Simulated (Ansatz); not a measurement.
**What Sr2Rh (Fm-3m) distorts into**

Wanted: the energy along a soft mode of Sr2Rh (Fm-3m) and the structure at the end.

Program: Ansatz 0.2.0. Level of theory: DFT PBEsol, scalar-relativistic, plane waves, PAW; PAW set soft_1. Results are calculated unless marked as measured.

**1. The structure**

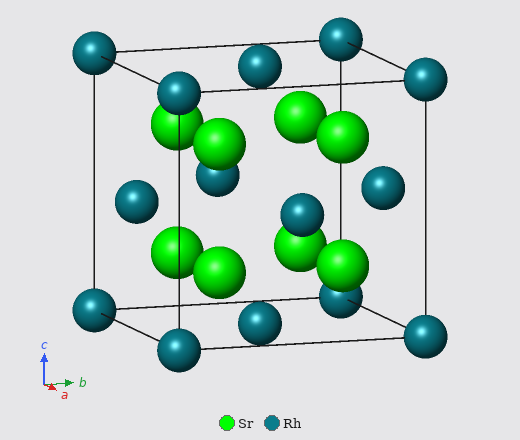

The starting structure, seen slightly off an axis (strontium green, rhodium blue). This picture shows the conventional cell, with its axes. Some periodic images of atoms are drawn too.

**2. The dispersion**

The cell comes from relaxations at this level that are not shown. Stability and thermal properties need the whole zone. Linear response on a 4×4×4 q mesh gives force constants as far as a supercell of that size would.

The input, input.yaml:

```yaml
crystal:
  lattice:
    - [0.0, 3.5971824176, 3.5971824176]
    - [3.5971824176, 0.0, 3.5971824176]
    - [3.5971824176, 3.5971824176, 0.0]
  atoms:
    - { symbol: Sr, position: [0.75, 0.75, 0.75] }
    - { symbol: Sr, position: [0.25, 0.25, 0.25] }
    - { symbol: Rh, position: [0.0, 0.0, 0.0] }
kpoints:
  mp_grid: { grid: [12, 12, 12] }
hamiltonian:
  xc: pbesol
  pseudopotentials: { kind: paw, azcp: { folder: soft_1 }, xc_functional: pbe }
scf:
  occupations: { method: methfessel_paxton, width: 0.2 }
output:
  eigenvalues: true
phonons:
  method: dfpt
  qmesh: [4, 4, 4]
  temperatures: { t_max: 1000, t_step: 50 }
  qpath:
    path:
      - [[0.0, 0.0, 0.0], [0.5, 0.0, 0.5], [0.625, 0.25, 0.625]]
      - [[0.375, 0.375, 0.75], [0.0, 0.0, 0.0], [0.5, 0.5, 0.5], [0.5, 0.25, 0.75], [0.5, 0.0, 0.5]]
    npoints: 10
```

Run with:

```sh
> ansatz run input.yaml --threads 4 --pin off --max-ram 10240MiB --backend cpu --events-out ev --progress --plain --runs-dir out
```

Numbers of over 12 decimals in the logs are rounded to 6 here.

What it wrote:

```text
Engine: ansatz 0.2.0, aarch64-unknown-linux-gnu
Pseudopotentials: kind: paw
Pseudopotential: Sr, paw, valence charge 10, recommended cutoff 420 eV (normal), soft_1/Sr.paw.azcp
Pseudopotential: Rh, paw, valence charge 17, recommended cutoff 420 eV (normal), soft_1/Rh.paw.azcp
Functional definition: PBEsol
  exchange = pbesol_x
  correlation = pbesol_c
Crystal: 3 atoms, lattice volume = 93.093 Å³
Basis set: ecut = 420 eV, 1837 PW (Γ), exchange–correlation on 72×72×72 points (8 copies of the dense FFT grid, shifted against one another)
Bands: 23, of which v1, the nominal top of the filled ones, is band 19 counted from 1 (18 counted from 0)
Symmetry: 48 space group operations
k-points: 72 of 1728
Non-local potential: Sr, projectors of the file, l = 0: 3, l = 1: 2, l = 2: 2
Non-local potential: Rh, projectors of the file, l = 0: 3, l = 1: 2, l = 2: 2, l = 3: 1
PAW form: soft (Blöchl's): semilocal exchange-correlation on the pseudo side does not see the compensation charge
PAW frozen core: Sr, regenerated for the run's functional, and the local potential with it (the file was generated under x = pbe(κ = 0.804, μ = 0.219515), c = pbe(β = 0.066725))
PAW frozen core: Rh, regenerated for the run's functional, and the local potential with it (the file was generated under x = pbe(κ = 0.804, μ = 0.219515), c = pbe(β = 0.066725))
PAW one-centre angular grid: Sr, 110 points (default); XC on 64 Gauss nodes
PAW one-centre angular grid: Rh, 590 points (default); XC on 64 Gauss nodes
Initial density: superposition of atomic densities (chi_scale 0.1, normalization cell, long waves kept (reshape's long-wave potential 0.00 eV rms))
Initial wavefunctions: pseudopotential atomic-orbital guess
Functional: x = pbesol(κ = 0.804, μ = 0.123457), c = pbesol(β = 0.046)
SCF iter   1: F=—  HF=-13331.626604 eV  |F-HF|=—  |Δ(HF+E_count)|=         —  Δρ=2.33e-1  dr2=1.01e2  ethr=3.10e-3  ⟨swp⟩=8.7  Hψ=9915  notcnv=0
preconditioner: auto → Kerker (q_TF=auto, 2.339 Å⁻¹)  [metal: Δε(μ)=0.015 eV  Ē_g=2.434 eV  σ=0.200 eV  W_gap=0.06  n_scr=14 (ndim 8)  ℏωp=13.9 eV  f_vac=0.000  D(μ)=7.26/eV (n_scr^D=64)]
SCF iter   2: F=—  HF=-13324.552788 eV  |F-HF|=—  |Δ(HF+E_count)|=    7.07e0  S|Δr|=    0.00e0  Δρ=8.58e-2  dr2=1.30e1  ethr=3.10e-3  ⟨swp⟩=3.2  Hψ=4259  notcnv=0
SCF iter   3: F=—  HF=-13323.451742 eV  |F-HF|=—  |Δ(HF+E_count)|=    1.10e0  S|Δr|=    0.00e0  Δρ=1.24e-2  dr2=2.48e-1  ethr=3.10e-3  ⟨swp⟩=3.1  Hψ=3280  notcnv=0
SCF iter   4: F=—  HF=-13323.430798 eV  |F-HF|=—  |Δ(HF+E_count)|=   2.09e-2  S|Δr|=    0.00e0  Δρ=2.20e-3  dr2=6.68e-3  ethr=6.71e-4  ⟨swp⟩=1.7  Hψ=2086  notcnv=0
SCF iter   5: F=—  HF=-13323.430787 eV  |F-HF|=—  |Δ(HF+E_count)|=   1.08e-5  S|Δr|=    0.00e0  Δρ=1.02e-3  dr2=2.16e-3  ethr=1.81e-5  ⟨swp⟩=2.2  Hψ=2120  notcnv=0
SCF iter   6: F=—  HF=-13323.430550 eV  |F-HF|=—  |Δ(HF+E_count)|=   2.37e-4  S|Δr|=    0.00e0  Δρ=3.27e-4  dr2=3.37e-4  ethr=5.83e-6  ⟨swp⟩=1.4  Hψ=1693  notcnv=0
SCF iter   7: F=—  HF=-13323.430483 eV  |F-HF|=—  |Δ(HF+E_count)|=   6.69e-5  S|Δr|=    0.00e0  Δρ=1.24e-4  dr2=3.40e-5  ethr=9.10e-7  ⟨swp⟩=2.4  Hψ=2355  notcnv=0
SCF iter   8: F=—  HF=-13323.430481 eV  |F-HF|=—  |Δ(HF+E_count)|=   1.97e-6  S|Δr|=    0.00e0  Δρ=3.87e-5  dr2=3.53e-6  ethr=9.20e-8  ⟨swp⟩=1.2  Hψ=1669  notcnv=0
SCF iter   9: F=—  HF=-13323.430478 eV  |F-HF|=—  |Δ(HF+E_count)|=   2.57e-6  S|Δr|=    0.00e0  Δρ=9.10e-6  dr2=2.20e-7  ethr=9.53e-9  ⟨swp⟩=2.3  Hψ=2354  notcnv=0
SCF iter  10: F=—  HF=-13323.430478 eV  |F-HF|=—  |Δ(HF+E_count)|=   4.29e-8  S|Δr|=    0.00e0  Δρ=2.23e-6  dr2=1.01e-8  ethr=5.94e-10  ⟨swp⟩=2.3  Hψ=2383  notcnv=0
SCF iter  11: F=—  HF=-13323.430478 eV  |F-HF|=—  |Δ(HF+E_count)|=  6.15e-10  S|Δr|=    0.00e0  Δρ=5.53e-7  dr2=5.49e-10  ethr=2.74e-11  ⟨swp⟩=2.2  Hψ=2273  notcnv=0
SCF iter  12: F=—  HF=-13323.430478 eV  |F-HF|=—  |Δ(HF+E_count)|=    0.00e0  S|Δr|=    0.00e0  Δρ=9.80e-8  dr2=1.36e-11  ethr=1.48e-12  ⟨swp⟩=2.1  Hψ=2263  notcnv=0
SCF iter  13: F=-13323.430478 eV  HF=-13323.430478 eV  |F-HF|=5.46e-12  |Δ(HF+E_count)|=  1.82e-12  S|Δr|=    0.00e0  Δρ=1.78e-8  dr2=3.71e-13  ethr=1.00e-12  ⟨swp⟩=7.6  Hψ=8782  notcnv=0
SCF 1 converged in 13 iterations: F = -13323.430478 eV  dr2 = 3.71e-13
  greatest PAW one-centre occupation: 0.999 electrons in one spin orbital (limit 2), on the Rh atom at site 2 (counted from 0), in its partial waves of l = 0
phonons: the bands overlap, so this run is a metal and interpolates without the dipole-dipole term. If the crystal is really an insulator or semiconductor, its LO-TO splitting is missing
NSCF: frozen V_eff on 72 k-points
NSCF: frozen V_eff on 163 k-points
DFPT response loops at q = (0, 0, 0) (fractional): preconditioner auto → Kerker (q_TF=auto, 2.339 Å⁻¹) (partly filled bands, converged f_vac=0.000); β = 1.00, the filter's whole step (`scf.mixing.beta` (0.50) is not read by the response loops under this deck's `scf.mixing.preconditioner`; to damp them name `kerker` or `kerker_dos`, under which they read `scf.mixing.beta`, and type it under 1.00, their step now; both keys bind the ground state too); Broyden in place of MSR1
NSCF: frozen V_eff on 1872 k-points
DFPT response loops at q = (0, 0, 0.25) (fractional): mixed as the last ones told, above
NSCF: frozen V_eff on 952 k-points
DFPT response loops at q = (0, 0, -0.5) (fractional): mixed as the last ones told, above
NSCF: frozen V_eff on 1020 k-points
DFPT response loops at q = (0, 0.25, 0.25) (fractional): mixed as the last ones told, above
NSCF: frozen V_eff on 3456 k-points
DFPT response loops at q = (0, 0.25, -0.5) (fractional): mixed as the last ones told, above
NSCF: frozen V_eff on 1872 k-points
DFPT response loops at q = (0, 0.25, -0.25) (fractional): mixed as the last ones told, above
NSCF: frozen V_eff on 560 k-points
DFPT response loops at q = (0, -0.5, -0.5) (fractional): mixed as the last ones told, above
NSCF: frozen V_eff on 1020 k-points
DFPT response loops at q = (0.25, -0.5, -0.25) (fractional): mixed as the last ones told, above
SCF converged after 13 iterations
Stability not checked: this state was not tested for a lower state beside it, because cold or Methfessel-Paxton smearing, or corrected tetrahedra, fill the levels in a way that the test cannot read (fill_not_monotonic; see scf.lower_state_search)
Free energy (F): -13323.430478 eV
Harris-Foulkes:  -13323.430478 eV  (|F-HF|=5.46e-12)
Internal energy: -13323.420563 eV  (E = F + TS)
E sigma→0 (E₀):  -13323.427999 eV
Entropy (-TS):   -0.009915 eV (-3.305 meV/atom)
Fermi energy:    8.906573 eV
--- Per-component energies (eV) ---
  E_band       = -458.037663
  E_kinetic    = 1007.126056
  E_local      = -4158.384822  (includes V_loc(G=0)·N_el)
  E_nonlocal   = 774.243105
  E_hartree    = 1430.632451
  E_xc         = -546.982770
  E_vxc        = -561.943657  (∫ρ·V_xc dr)
  E_paw        = -8823.059069  (= ΣΔE_a)
  E_vpaw       = -380.343347  (= ΣTr[D̂ρ^β])
  E_aug_tail   = 0.000078  (compensation charges beyond the density's cutoff)
  E_ewald      = -3007.540490
  E_core_change = 0.544896  (= ΣΔE_core)
  E_smearing   = -0.009915  (= −TS)
  E_closure    = 0.000000  (closes the sum)
  Σ components = -13323.430478   (vs F -13323.430478, Δ=0.00e0)
--- Band table (eV; the first three rows and the last of 72) ---
  k-point 0: bands = [... 15 lower, 7.8232, 7.8232, 7.8232, 9.5427, 9.5427, 9.5427, 11.6742, 11.6742]
  k-point 1: bands = [... 15 lower, 7.7918, 7.8126, 7.8126, 9.4789, 9.6078, 9.6078, 11.6864, 11.6864]
  k-point 2: bands = [... 15 lower, 7.7167, 7.7848, 7.7848, 9.3065, 9.7937, 9.7937, 11.7299, 11.7299]
  k-point 71: bands = [... 15 lower, 7.5944, 7.6850, 7.9123, 9.5416, 9.5416, 10.2907, 11.8927, 11.9224]
--- Phonons (Γ-DFPT): 2 representative perturbations + reference (Σ response iterations 6) ---
  ASR residual: 2.748e-5 → 0.000e0 eV/Å²; symmetrization residual: 1.339e-5 eV/Å²
  ASR residual per site (eV/Å²): 2.75e-5 2.75e-5 2.42e-5
  Γ frequencies (cm⁻¹): 0.00 0.00 0.00 102.04 102.04 102.04 125.95 125.95 125.95
--- Phonons (arbitrary-q DFPT): 8 irreducible q on the 4×4×4 mesh ---
  q = [0.0000, 0.0000, 0.0000] (star 1, of the zone-centre solve; hermiticity 8.43e-6, symmetrization 7.51e-13): -0.00 -0.00 0.00 102.04 102.04 102.04 125.95 125.95 125.95
  q = [0.0000, 0.0000, 0.2500] (star 8, 2 solved perturbations on 936 of 1728 k-point pairs; hermiticity 6.10e-6, symmetrization 4.30e-13): 42.29 42.29 55.07 100.18 100.18 103.13 118.33 118.33 118.48
  q = [0.0000, 0.0000, -0.5000] (star 4, 2 solved perturbations on 476 of 1728 k-point pairs; hermiticity 4.12e-6, symmetrization 5.84e-13): 61.65 61.65 88.25 102.34 103.86 103.86 104.13 104.13 108.33
  q = [0.0000, 0.2500, 0.2500] (star 6, 4 solved perturbations in 1608 linear systems a pass and spin channel, the states on 510 of 1728 k-point pairs; hermiticity 5.36e-6, symmetrization 2.69e-13): 24.00 24.00 77.16 88.06 92.18 92.18 121.53 127.87 127.87
  q = [0.0000, 0.2500, -0.5000] (star 24, 4 solved perturbations in 5328 linear systems a pass and spin channel, the states on 1728 of 1728 k-point pairs; hermiticity 2.92e-6, symmetrization 5.05e-13): 46.90 54.64 56.68 82.38 85.35 95.02 120.27 123.48 139.51
  q = [0.0000, 0.2500, -0.2500] (star 12, 4 solved perturbations in 2892 linear systems a pass and spin channel, the states on 936 of 1728 k-point pairs; hermiticity 5.82e-6, symmetrization 3.03e-13): 24.48 64.85 84.13 88.32 92.70 94.11 109.38 111.04 138.92
  q = [0.0000, -0.5000, -0.5000] (star 3, 4 solved perturbations in 886 linear systems a pass and spin channel, the states on 280 of 1728 k-point pairs; hermiticity 2.74e-6, symmetrization 8.66e-13): -29.16 43.76 43.76 77.16 77.16 99.95 130.18 130.18 146.26
  q = [0.2500, -0.5000, -0.2500] (star 6, 4 solved perturbations in 1544 linear systems a pass and spin channel, the states on 510 of 1728 k-point pairs; hermiticity 4.37e-6, symmetrization 1.18e-12): 25.58 25.96 74.60 89.06 89.06 97.61 97.61 129.48 149.87
  sum rule: each row above includes the acoustic sum rule's correction from the zone centre's row sums; it moved no ω² by more than (0.29 cm⁻¹)²
  mesh force constants: q→R imaginary residual 7.70e-18; ASR residual 2.748e-5 → 0.000e0 eV/Å²; symmetrization residual 1.332e-15 eV/Å²
  interpolated dispersion: 62 rows × 9 modes
  density of states and harmonic sums: on the 16×16×16 q-mesh, interpolated from the force constants of a 4×4×4 supercell (no non-analytic term)
  largest difference from the sums on the solved wave vectors: F 2.00e-2 eV, S 2.38e-5 and C_V 3.92e-6 eV/K
  zero-point energy: 0.049370 eV/cell   skipped modes (ω ≤ 0): 14, of them read as no rigid motion or as one in doubt: 11 (4.907e-2 modes/cell left out, lowest -29.16 cm⁻¹)   left out of the sums: 5.53e-3 of the cell's modes: C_V's classical limit lies that fraction below 3 k_B per atom; for a crystal, a wire or a layer, F and S can be off by more, and a phonons.interpolated_qmesh denser along its periods is the remedy for the sampling
```

Elapsed: 12 min, on 4 threads of Arm Neoverse V2, shared host; peak memory 6 GiB; 48 min of CPU time.

This step gave:

| Property | Result |
| --- | --- |
| volume per atom | 31.03 Å³ |
| gap on the k-mesh | 0 eV |
| sum-rule residual before enforcement | 2.75e-5 eV/Å² |
| lowest frequency on the path | -29.16 cm⁻¹ |
| point group | m-3m |
| highest frequency on the path or at a solved wavevector | 149.9 cm⁻¹ |
| highest optical mode at the zone centre (no LO-TO term) | 126.0 cm⁻¹ |
| lowest optical zone-centre mode | 102.0 cm⁻¹ |
| lowest mode on the q mesh (acoustic modes at Γ apart) | -29.16 cm⁻¹ |

Frequencies (cm⁻¹) solved at each irreducible wavevector; negative means imaginary. Frequencies by wavevector, by row:

```csv
q in reciprocal lattice units,star,mode 1,mode 2,mode 3,mode 4,mode 5,mode 6,mode 7,mode 8,mode 9
0 0 0,1,0,0,0,102,102,102,126,126,126
0 0 0.25,8,42.3,42.3,55.1,100.2,100.2,103.1,118.3,118.3,118.5
0 0 -0.5,4,61.6,61.6,88.2,102.3,103.9,103.9,104.1,104.1,108.3
0 0.25 0.25,6,24,24,77.2,88.1,92.2,92.2,121.5,127.9,127.9
0 0.25 -0.5,24,46.9,54.6,56.7,82.4,85.3,95,120.3,123.5,139.5
0 0.25 -0.25,12,24.5,64.8,84.1,88.3,92.7,94.1,109.4,111,138.9
0 -0.5 -0.5,3,-29.2,43.8,43.8,77.2,77.2,100,130.2,130.2,146.3
0.25 -0.5 -0.25,6,25.6,26,74.6,89.1,89.1,97.6,97.6,129.5,149.9
```

Interpolated from a 4×4×4 q mesh. Phonon branches along the path, in cm⁻¹:

```csv
point,branch 1,branch 2,branch 3,branch 4,branch 5,branch 6,branch 7,branch 8,branch 9
Γ,0,0,0,102,102,102,126,126,126
X,-29,44,44,77,77,100,130,130,146
U,-11,58,63,74,85,97,121,124,147
jump to K,-11,58,63,74,85,97,121,124,147
Γ,0,0,0,102,102,102,126,126,126
L,62,62,88,102,104,104,104,104,108
W,26,26,75,89,89,98,98,130,150
X,-29,44,44,77,77,100,130,130,146
```

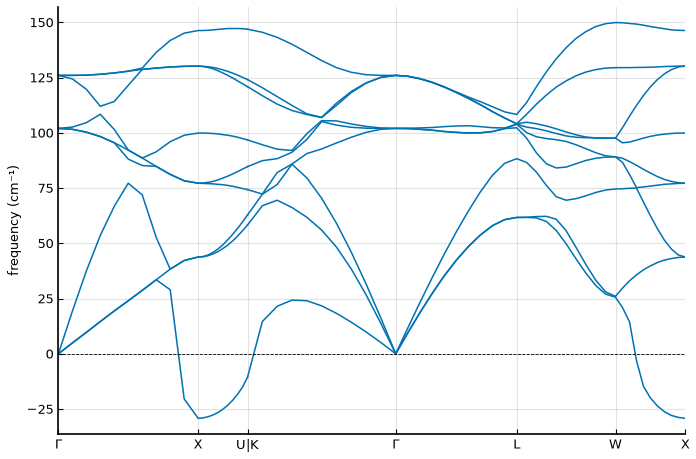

Phonon branches along the path.

Symmetry leaves 8 wavevectors to solve. The lowest mode among them, the acoustic zeros apart, lies at q = (0, -0.5, -0.5) and is imaginary, 29.2i cm⁻¹, so the energy falls along it.

**3. The mode frozen in, largest atomic shift 0 Å**

The mode followed lies at q = (0, -0.5, -0.5) with frequency 29.2i cm⁻¹, the softest among the wavevectors solved. At small amplitude the distorted cell has space group no. 137 by a symmetry search on the positions. The undistorted cell that holds it gives the zero of energy on the same k mesh.

System of this step: Sr2Rh. It takes space group Fm-3m (No. 225, cubic). Conventional cell: a = 7.194 Å, b = 7.194 Å, c = 7.194 Å, α = 90.00°, β = 90.00°, γ = 90.00°. Sr has 4 Rh at 3.12 Å nearest. Nearest to Rh lie 8 Sr at 3.12 Å. Farther neighbours are not listed.

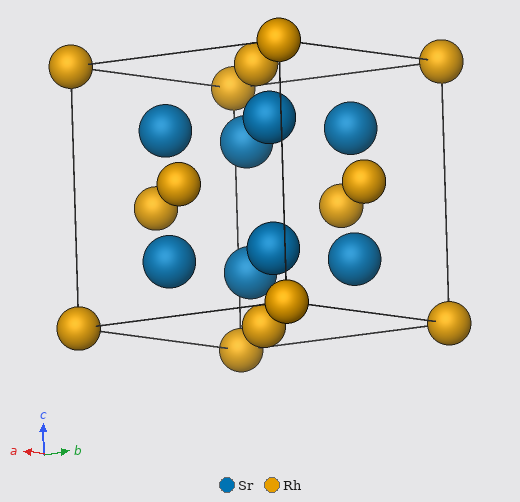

The cell of this step (strontium blue, rhodium orange). Some periodic images of atoms are drawn too.

input.yaml, the sections that differ from step 2:

```yaml
crystal:
  lattice:
    - [0.0, -3.5971824176, -3.5971824176]
    - [0.0, 3.5971824176, -3.5971824176]
    - [7.1943648352, 0.0, 0.0]
  atoms:
    - { symbol: Sr, position: [0.0, 0.5, 0.25] }
    - { symbol: Sr, position: [0.5, 0.0, 0.75] }
    - { symbol: Sr, position: [0.0, 0.5, 0.75] }
    - { symbol: Sr, position: [0.5, 0.0, 0.25] }
    - { symbol: Rh, position: [0.5, 0.5, 0.5] }
    - { symbol: Rh, position: [0.0, 0.0, 0.0] }
kpoints:
  mp_grid: { grid: [8, 8, 6] }
output:
  forces: true
  stress: true
  eigenvalues: true
# hamiltonian, scf: as in step 2
# phonons: removed
```

What it wrote:

```text
[...]
Crystal: 6 atoms, lattice volume = 186.186 Å³
Basis set: ecut = 420 eV, 3609 PW (Γ), exchange–correlation on 72×72×100 points (8 copies of the dense FFT grid, shifted against one another)
Bands: 45, of which v1, the nominal top of the filled ones, is band 37 counted from 1 (36 counted from 0)
Symmetry: 32 space group operations
[...]
k-points: 60 of 384
[...]
k-point 0: bands = [... 33 lower, 7.8235, 7.8684, 7.8922, 8.0209, 9.5426, 9.5429, 9.5429, 10.5782, ... 4 higher]
  k-point 1: bands = [... 33 lower, 7.8034, 7.8034, 7.8207, 8.4286, 9.4039, 9.6619, 9.6619, 10.7861, ... 4 higher]
  k-point 2: bands = [... 33 lower, 7.7033, 7.7595, 7.7595, 8.6888, 9.1228, 9.9939, 9.9939, 11.0576, ... 4 higher]
  k-point 59: bands = [... 33 lower, 7.6853, 7.9124, 7.9124, 9.5419, 9.5419, 9.5419, 9.5419, 10.2907, ... 4 higher]
[key lines of the parts left out:]
SCF converged after 10 iterations
Free energy (F): -26646.857229 eV
Fermi energy:    8.911750 eV
P = ⅓ Tr σ = -0.0088 GPa (-0.088 kbar)
```

Run time: 7.8 s. Hardware: 4 threads; peak memory 0.69 GiB; 30 s of CPU time.

This step gave:

```yaml
pressure: -0.008842 GPa
energy_from_the_undistorted_cell: 0 meV/atom
```

The run ends at a pressure of -0.01 GPa.

**4. The mode frozen in, largest atomic shift 0.32 Å**

The atoms are moved along the unstable eigenvector, the largest shift by 0.32 Å, with the cell fixed.

input.yaml, the sections that differ from step 3:

```yaml
crystal:
  lattice:
    - [0.0, -3.5971824176, -3.5971824176]
    - [0.0, 3.5971824176, -3.5971824176]
    - [7.1943648352, 0.0, 0.0]
  atoms:
    - { symbol: Sr, position: [0.0, 0.5, 0.2055207433] }
    - { symbol: Sr, position: [0.5, 0.0, 0.7944792567] }
    - { symbol: Sr, position: [0.0, 0.5, 0.7055207433] }
    - { symbol: Sr, position: [0.5, 0.0, 0.2944792567] }
    - { symbol: Rh, position: [0.5, 0.5, 0.5] }
    - { symbol: Rh, position: [0.0, 0.0, 0.0] }
# kpoints, hamiltonian, scf, output: as in step 3
```

What it wrote:

```text
[...]
Crystal: 6 atoms, lattice volume = 186.186 Å³
Basis set: ecut = 420 eV, 3609 PW (Γ), exchange–correlation on 72×72×100 points (8 copies of the dense FFT grid, shifted against one another)
Bands: 45, of which v1, the nominal top of the filled ones, is band 37 counted from 1 (36 counted from 0)
Symmetry: 16 space group operations
[...]
k-points: 60 of 384
[...]
k-point 0: bands = [... 33 lower, 7.7979, 7.7979, 7.8530, 8.1300, 9.7174, 9.7174, 9.7215, 10.4375, ... 4 higher]
  k-point 1: bands = [... 33 lower, 7.7164, 7.7868, 7.7868, 8.4868, 9.5644, 9.8264, 9.8264, 10.6473, ... 4 higher]
  k-point 2: bands = [... 33 lower, 7.7220, 7.7631, 7.7631, 8.7548, 9.2476, 10.1342, 10.1342, 11.1216, ... 4 higher]
  k-point 59: bands = [... 33 lower, 7.5883, 7.9839, 7.9839, 9.4997, 9.4997, 9.4997, 9.4997, 10.2883, ... 4 higher]
[key lines of the parts left out:]
SCF converged after 10 iterations
Free energy (F): -26646.882461 eV
Fermi energy:    8.915891 eV
P = ⅓ Tr σ = 0.2938 GPa (2.938 kbar)
```

Wall time 7.8 s (4 threads); peak memory 0.7 GiB; 30 s of CPU time.

This step gave:

| Property | Result |
| --- | --- |
| pressure | 0.2938 GPa |
| energy from the undistorted cell | -4.482 meV/atom |

The energy, extrapolated to zero smearing, is -4.48 meV/atom against the undistorted cell.

The run ends at a pressure of 0.29 GPa, with forces up to 0.0069 eV/Å.

**5. Energy along the mode, all amplitudes (two of the runs are shown above)**

An imaginary frequency means negative curvature, so the energy should fall and then rise again as anharmonic terms take over.

Numbers from this step:

| Property | Result |
| --- | --- |
| depth at the lowest point sampled | 4.482 meV/atom |
| largest atomic shift at that point | 0.32 Å |

Table of energy from the parent by largest atomic shift:

```csv
largest atomic shift (Å),energy from the parent (meV/atom)
0.000,0
0.040,-0.172
0.080,-0.659
0.140,-1.80
0.220,-3.50
0.320,-4.48
0.450,-0.212
0.600,19.7
```

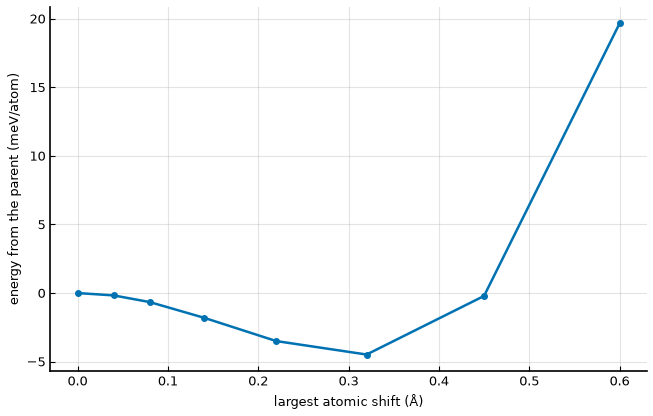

Energy from the parent against largest atomic shift.

Displacement at unit largest shift by atom:

```csv
atom,x (Å),y (Å),z (Å),size
Sr1,-1.00,0.00,0.00,1.00
Sr2,1.00,0.00,0.00,1.00
Sr3,-1.00,0.00,0.00,1.00
Sr4,1.00,0.00,0.00,1.00
Rh5,0.00,0.00,0.00,0.00
Rh6,0.00,0.00,0.00,0.00
```

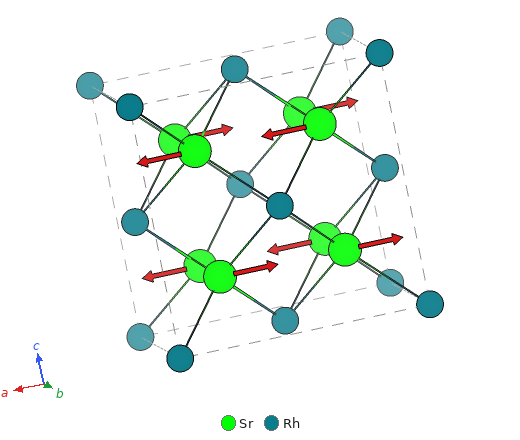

Displacement at unit largest shift as arrows, the longest 1 Å. Some periodic images of atoms are drawn too.

The lowest of the steps tried is at 0.32 Å, 4.48 meV/atom below the parent; the bottom of the well need not coincide with a step.

(Part 1 of 2 ends here.)

[Logs are printed without paths, hosts, clocks, repeated set-up lines and the standing remarks that a program may print on its own settings, such as how far it seeks lower states.]

[Hosts, paths, dates, database ids (printed as entryN), source tags and the programs' standing remarks are cut or masked in the printed files.]
